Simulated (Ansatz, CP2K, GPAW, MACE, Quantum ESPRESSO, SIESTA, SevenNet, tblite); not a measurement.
# Running random rock-salt alloy of NbC and TiC (64 atoms) with CP2K

Aim: run random rock-salt alloy of NbC and TiC (64 atoms) in CP2K and see how near its forces come to a plane-wave reference, and at what cost.

Method: the method is named at each step, in CP2K 2026.2.

### Step 1. The structure

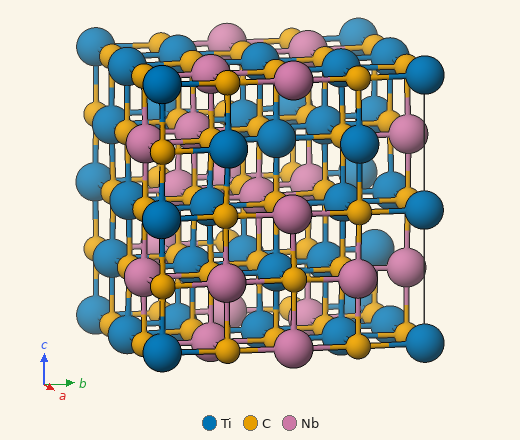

The starting structure, seen slightly off an axis (titanium blue, carbon orange, niobium pink). Some periodic images of atoms are drawn too.

The cell holds 64 atoms: 20 Ti, 32 C and 12 Nb. Cell: a = 8.762 Å, b = 8.762 Å, c = 8.762 Å, α = 90.0°, β = 90.0°, γ = 90.0°. It derives from NbC (rock-salt), repeated 2×2×2. Rock-salt NbC, 2 x 2 x 2 conventional cells, 20 of 32 Nb sites given to Ti at random (x = 0.625), lattice by Vegard's rule (a = 4.381 Å); not relaxed, displaced by a Gaussian of 0.02 Å. Then every atom was moved at random, 0.02 Å r.m.s. a Cartesian component.

The yardstick, on the same geometry:

```
method                 : Kohn-Sham DFT, PBE, SSSP efficiency 1.3.0 pseudopotentials, plane waves (Quantum ESPRESSO 7.5); sssp-pbe-1.3.0-efficiency, cutoffs 45/360 Ry, Γ point
r.m.s. force component : 0.5196 eV/Å
longest force          : 2.174 eV/Å
pressure               : 2.944 GPa
time                   : 3.8 min on 2 MPI ranks of Arm Neoverse V1, shared host
CPU time               : 7.6 min
```

### Step 2. PBE, DZVP-MOLOPT-SR, 800/50 Ry, diagonalisation

Method: Kohn-Sham DFT, PBE, GTH-PBE pseudopotentials, Gaussian and plane waves, DZVP-MOLOPT-SR-GTH, diagonalisation.

input.inp

```
&GLOBAL
  PROJECT cell
  RUN_TYPE ENERGY_FORCE
  PRINT_LEVEL LOW
&END GLOBAL
&FORCE_EVAL
  METHOD QS
  STRESS_TENSOR ANALYTICAL
  &DFT
    BASIS_SET_FILE_NAME BASIS_MOLOPT
    POTENTIAL_FILE_NAME GTH_POTENTIALS
    &MGRID
      CUTOFF 800
      REL_CUTOFF 50
      NGRIDS 5
    &END MGRID
    &QS
      EPS_DEFAULT 1.0E-12
    &END QS
    &SCF
      SCF_GUESS ATOMIC
      EPS_SCF 5.0E-06
      MAX_SCF 200
      ADDED_MOS 42
      &DIAGONALIZATION
        ALGORITHM STANDARD
      &END DIAGONALIZATION
      &SMEAR ON
        METHOD FERMI_DIRAC
        ELECTRONIC_TEMPERATURE [K] 580
      &END SMEAR
      &MIXING
        METHOD BROYDEN_MIXING
        ALPHA 0.15
        NBROYDEN 12
      &END MIXING
      &PRINT
        &RESTART OFF
        &END RESTART
      &END PRINT
    &END SCF
    &XC
      &XC_FUNCTIONAL PBE
      &END XC_FUNCTIONAL
    &END XC
    &PRINT
      &MULLIKEN ON
      &END MULLIKEN
      &HIRSHFELD ON
        SHAPE_FUNCTION DENSITY
      &END HIRSHFELD
      &MO ON
        EIGENVALUES T
        OCCUPATION_NUMBERS T
        MO_INDEX_RANGE 251 274
        &EACH
          QS_SCF 0
        &END EACH
        ADD_LAST NUMERIC
      &END MO
    &END PRINT
  &END DFT
  &SUBSYS
    &CELL
      A 8.76240 0.00000 0.00000
      B 0.00000 8.76240 0.00000
      C 0.00000 0.00000 8.76240
    &END CELL
    &TOPOLOGY
      COORD_FILE_NAME structure.xyz
      COORD_FILE_FORMAT XYZ
    &END TOPOLOGY
    &KIND Ti
      BASIS_SET DZVP-MOLOPT-SR-GTH-q12
      POTENTIAL GTH-PBE-q12
    &END KIND
    &KIND C
      BASIS_SET DZVP-MOLOPT-SR-GTH-q4
      POTENTIAL GTH-PBE-q4
    &END KIND
    &KIND Nb
      BASIS_SET DZVP-MOLOPT-SR-GTH-q13
      POTENTIAL GTH-PBE-q13
    &END KIND
  &END SUBSYS
  &PRINT
    &FORCES ON
    &END FORCES
    &STRESS_TENSOR ON
    &END STRESS_TENSOR
  &END PRINT
&END FORCE_EVAL
```

structure.xyz

```xyz
64

Ti 0.01402 0.02208 0.01910
C 2.21943 0.00105 0.01367
Nb 8.73410 2.17886 2.21733
C 2.20716 2.21908 2.18210
Ti 2.19095 0.01717 2.18052
C 8.74470 0.05012 2.17518
Ti 2.12918 2.22784 8.75776
C 0.01849 2.20050 8.76012
Ti 8.74619 0.00692 4.36613
C 2.22556 0.04740 4.34501
Ti 0.00131 2.23836 6.59581
C 2.20357 2.23336 6.59152
Ti 2.23546 8.74768 6.55173
C 8.73489 0.04802 6.56768
Nb 2.22223 2.20830 4.36026
C 8.74873 2.13846 4.40241
Nb 0.01901 4.40074 8.75986
C 2.18727 4.36683 8.72078
Nb 8.70737 6.56803 2.19262
C 2.18674 6.53316 2.19735
Ti 2.24063 4.42370 2.15213
C 8.73252 4.44035 2.24151
Nb 2.17316 6.55428 8.74873
C 8.75627 6.56321 8.74978
Nb 0.03873 4.35605 4.39023
C 2.16002 4.38602 4.35351
Ti 0.01989 6.60781 6.60264
C 2.20541 6.56146 6.55857
Ti 2.16510 4.39934 6.57049
C 0.07790 4.37612 6.49154
Nb 2.18228 6.60957 4.39373
C 8.72709 6.61088 4.36332
Ti 4.37778 8.73427 8.75635
C 6.59318 8.72954 8.75022
Ti 4.38576 2.14171 2.18341
C 6.54762 2.22328 2.18403
Nb 6.54061 8.73410 2.17754
C 4.38821 0.04627 2.18350
Nb 6.58503 2.19586 8.74286
C 4.34966 2.14679 0.03619
Ti 4.36665 0.02839 4.37550
C 6.54814 0.01604 4.39294
Nb 4.38444 2.19174 6.56637
C 6.54928 2.23362 6.56637
Nb 6.58862 0.02331 6.54709
C 4.37025 8.72595 6.60203
Ti 6.55112 2.15283 4.40582
C 4.36534 2.22320 4.36709
Ti 4.42571 4.39110 0.00131
C 6.56199 4.37910 8.73603
Ti 4.38900 6.58731 2.16826
C 6.56435 6.58854 2.21435
Ti 6.62078 4.37857 2.20252
C 4.43071 4.34606 2.18543
Ti 6.58932 6.54245 0.02453
C 4.37831 6.56348 0.00184
[... 4 atom lines left out ...]
Ti 6.58459 4.38856 6.55489
C 4.34282 4.39023 6.56286
Ti 6.54008 6.62069 4.39277
C 4.37165 6.56978 4.41310
```

Started as:

```console
> OMP_NUM_THREADS=1 mpirun -np 4 cp2k.psmp -i input.inp > output.txt
```

Numbers of over 12 decimals in the logs are rounded to 6 here.

Log:

```text
CP2K| version string:                                       CP2K version 2026.2
 CP2K| Input file name                                                 input.inp
 GLOBAL| Basis set file name                                        BASIS_MOLOPT
 GLOBAL| Potential file name                                      GTH_POTENTIALS
 GLOBAL| Run type                                                   ENERGY_FORCE
 GLOBAL| Total number of message passing processes                             4
 GLOBAL| Number of threads for this process                                    1
 TOTAL NUMBERS AND MAXIMUM NUMBERS
  Total number of            - Atomic kinds:                                   3
                             - Atoms:                                         64
                             - Shell sets:                                    64
                             - Shells:                                       416
                             - Primitive Cartesian functions:                364
                             - Cartesian basis functions:                   1440
                             - Spherical basis functions:                   1248
  Maximum angular momentum of- Orbital basis functions:                        3
                             - Local part of the GTH pseudopotential:          2
                             - Non-local part of the GTH pseudopotential:      4
 SCF PARAMETERS         Density guess:                                    ATOMIC
                        max_scf:                                             200
                        eps_scf:                                        5.00E-06
                        added MOs                                        42    0
                        Mixing method:                            BROYDEN_MIXING
                                                charge density mixing in g-space
                        Smear method:                                FERMI_DIRAC
                        Electronic temperature [K]:                        580.0
                        Electronic temperature [a.u.]:                  1.84E-03
                        Accuracy threshold:                             1.00E-10
 Extrapolation method: initial_guess
 Number of electrons:                                                        524
 Number of occupied orbitals:                                                262
 Number of molecular orbitals:                                               304
 Number of orbital functions:                                               1248
 Number of independent orbital functions:                                   1248
 SCF WAVEFUNCTION OPTIMIZATION
  Step     Update method      Time    Convergence         Total energy    Change
     1 NoMix/Diag. 0.15E+00    7.4     1.80843805     -2044.2797805769 -2.04E+03
     2 Broy./Diag. 0.15E+00   10.4     0.10336003     -2063.8092645562 -1.95E+01
     3 Broy./Diag. 0.15E+00   10.4     0.19132355     -2050.3774378517  1.34E+01
     4 Broy./Diag. 0.15E+00   10.4     0.05638013     -2038.1474231502  1.22E+01
[...]
15 Broy./Diag. 0.15E+00   10.4     0.00000750     -2033.1211807489  1.44E-03
    16 Broy./Diag. 0.15E+00   10.4     0.00000400     -2033.1208411974  3.40E-04
  *** SCF run converged in    16 steps ***
  Electronic density on regular grids:       -523.9999999999        0.0000000001
  Core density on regular grids:              523.9999999997       -0.0000000003
  Total charge density on r-space grids:       -0.0000000002
  Total charge density g-space grids:          -0.0000000002
  Overlap energy of the core charge distribution:               5.2152e-10
  Self energy of the core charge distribution:              -3808.371915
  Core Hamiltonian energy:                                    952.263307
  Hartree energy:                                            1108.595306
  Exchange-correlation energy:                               -285.604879
  Electronic entropic energy:                                  -0.00265915
  Fermi energy:                                                 0.482352
  Total energy:                                             -2033.120841
  Total energy (extrapolated to T->0):                      -2033.119512
 MO| EIGENVALUES AND OCCUPATION NUMBERS
 MO|
 MO|  Index      Eigenvalue [a.u.]        Eigenvalue [eV]             Occupation
 MO|    251               0.455732              12.401103               1.999999
 MO|    252               0.456219              12.414349               1.999999
 MO|    253               0.457135              12.439279               1.999998
[...]
MO|    273               0.547906              14.909287               0.000000
 MO|    274               0.548701              14.930901               0.000000
 MO| Sum:                                                             524.000000
 MO| E(Fermi):            0.482352 a.u.         13.125467 eV
 !-----------------------------------------------------------------------------!
                     Mulliken Population Analysis
 #  Atom  Element  Kind  Atomic population                           Net charge
       1     Ti       1         11.892443                              0.107557
       2     C        2          4.210656                             -0.210656
       3     Nb       3         12.570864                              0.429136
[...]
63     Ti       1         11.889496                              0.110504
      64     C        2          4.224976                             -0.224976
 # Total charge                            524.000000                  0.000000
 !-----------------------------------------------------------------------------!
 !-----------------------------------------------------------------------------!
                           Hirshfeld Charges
  #Atom  Element  Kind  Ref Charge     Population                    Net charge
      1       Ti     1      12.000         11.785                         0.215
      2       C      2       4.000          4.304                        -0.304
      3       Nb     3      13.000         12.508                         0.492
[...]
63       Ti     1      12.000         11.779                         0.221
     64       C      2       4.000          4.317                        -0.317
  Total Charge                                                            0.000
 !-----------------------------------------------------------------------------!
 ENERGY| Total FORCE_EVAL ( QS ) energy [hartree]          -2033.120922
 FORCES| Atomic forces [hartree/bohr]
 FORCES|   Atom     x               y               z               |f|
 FORCES|      1  9.57811945E-03 -3.12822182E-03 -1.51623196E-02   1.82050015E-02
 FORCES|      2 -9.80083628E-03  4.14909381E-03 -3.80336987E-03   1.13020792E-02
 FORCES|      3  4.00180632E-03  4.13868030E-03 -2.97146690E-03   6.47863751E-03
[...]
FORCES|     63 -1.79361558E-03 -1.03390167E-02  1.04676574E-02   1.48217467E-02
 FORCES|     64  5.38186466E-03  5.49306141E-03 -9.77242473E-03   1.24353720E-02
 FORCES| Sum    -2.12431216E-05 -6.22774020E-05 -8.94703973E-05
 FORCES| Total atomic force                                       1.11061681E-04
 STRESS| Analytical stress tensor [bar]
 STRESS|                        x                   y                   z
 STRESS|      x        2.00701013035E+04  -7.44030095300E+02   3.67955970930E+03
 STRESS|      y       -7.44030095300E+02   2.04898158379E+04   3.60191857253E+02
 STRESS|      z        3.67955970930E+03   3.60191857253E+02   1.47973996932E+04
 STRESS| 1/3 Trace                                             1.84524389449E+04
```

The job ended after 3.6 min (4 MPI ranks of Arm Neoverse V1, shared host; peak memory 6 GiB; 15 min of CPU time).

Banners, paths, timers and routine set-up lines are dropped from the logs unmarked, and long logs keep their key lines alone; longer cuts are marked.

Against the reference:

```
r.m.s. force component                  : 0.5213 eV/Å
r.m.s. difference of force components   : 13.3 meV/Å
longest difference of force vectors     : 43.23 meV/Å
force difference over r.m.s. force      : 2.559 %
slope of forces against the reference's : 1.003
correlation of force components         : 0.9997
pressure                                : 1.845 GPa
pressure difference                     : -1.099 GPa
```

Length of the force difference by element (eV/Å):

| element | atoms | mean | most |
| --- | --- | --- | --- |
| C | 32 | 0.021 | 0.039 |
| Nb | 12 | 0.026 | 0.043 |
| Ti | 20 | 0.018 | 0.033 |

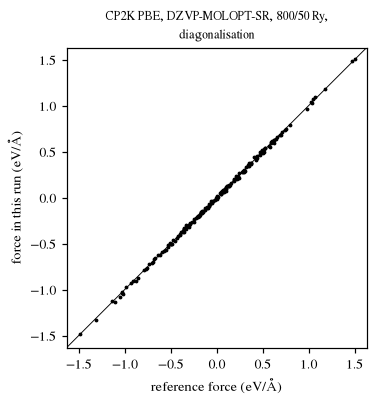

Force components against those of the reference; the line marks equality.

The surroundings of C30, which bears the longest force, nearest first, numbered as they follow in the input and with coordinates relative to it.

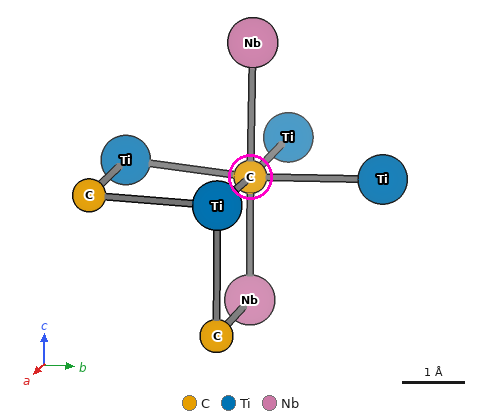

The atoms of the table, within 3.0 Å (arrows a, b, c point along x, y, z); some may hide others; the central atom is ringed.

| atom | x | y | z | distance (Å) | bonds | Hirshfeld charge (e) | Fx | Fy | Fz (eV/Å) |
| --- | --- | --- | --- | --- | --- | --- | --- | --- | --- |
| C30 | 0.00 | 0.00 | 0.00 | 0.00 | 6 | -0.33 | -1.48 | 0.50 | 1.51 |
| Ti29 | 2.09 | 0.02 | 0.08 | 2.09 | 6 | 0.20 | 1.04 | -0.20 | -0.03 |
| Nb25 | -0.04 | -0.02 | -2.10 | 2.10 | 6 | 0.50 | -1.13 | 0.54 | 0.07 |
| Ti11 | -0.08 | -2.14 | 0.10 | 2.14 | 6 | 0.22 | 0.14 | -1.13 | -0.37 |
| Ti27 | -0.06 | 2.23 | 0.11 | 2.24 | 6 | 0.22 | -0.91 | 0.00 | -0.50 |
| Ti61 | -2.26 | 0.01 | 0.06 | 2.26 | 6 | 0.22 | 0.09 | 0.62 | -0.02 |
| Nb17 | -0.06 | 0.02 | 2.27 | 2.27 | 6 | 0.50 | -0.27 | -0.22 | -0.30 |
| C26 | 2.08 | 0.01 | -2.14 | 2.98 | 6 | -0.35 | 0.73 | 0.12 | 0.12 |
| C12 | 2.13 | -2.14 | 0.10 | 3.02 | 6 | -0.32 | -0.33 | -0.59 | -0.09 |

Forces lie 2.6 % from the reference's, at 1.9 times its CPU time (on 4 against 2 cores).

(Continued in part 2 of 2.)

[Also dropped from logs without a mark: logging warnings of Python, and SIESTA's first energy breakdown and zero terms.]

[Logs are printed without paths, hosts, clocks, repeated set-up lines and the standing remarks that a program may print on its own settings, such as how far it seeks lower states.]

[Hosts, paths, dates, database ids (printed as entryN), source tags and the programs' standing remarks are cut or masked in the printed files.]
